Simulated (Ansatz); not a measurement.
Response to strain in CaO

The parent structure is CaO in the NiAs type structure (space group P6_3/mmc, No. 194; a = 3.3006 Å, c = 5.7879 Å; a model cell, its experimental status unchecked). Axes: x lies along a and z along c of the hexagonal cell.

Strains are applied to the cell and any free atomic positions relax; under biaxial strain the out-of-plane vector relaxes too.

Calculations: plane-wave PAW DFT at the PBEsol level (Ansatz, a quantum-chemistry and plane-wave program, 420 eV), scalar-relativistic without spin-orbit coupling.

Notes on the quantities. in-plane stress: mean in-plane stress (compression positive).

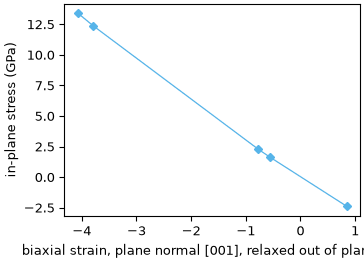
Fig. 1. in-plane stress against biaxial strain, plane normal [001], relaxed out of plane

Task: From the plot, what is the in-plane stress for biaxial strain −3.79 %, plane normal [001], relaxed out of plane?

Result: About 12 GPa.

Task: Is the trend monotonic over the range shown?

Result: Yes, it falls throughout, spanning -2.4 GPa to +13.4 GPa.

Whether these cells are dynamically stable was not tested. This is not the structure that CaO has at room temperature and ambient pressure.
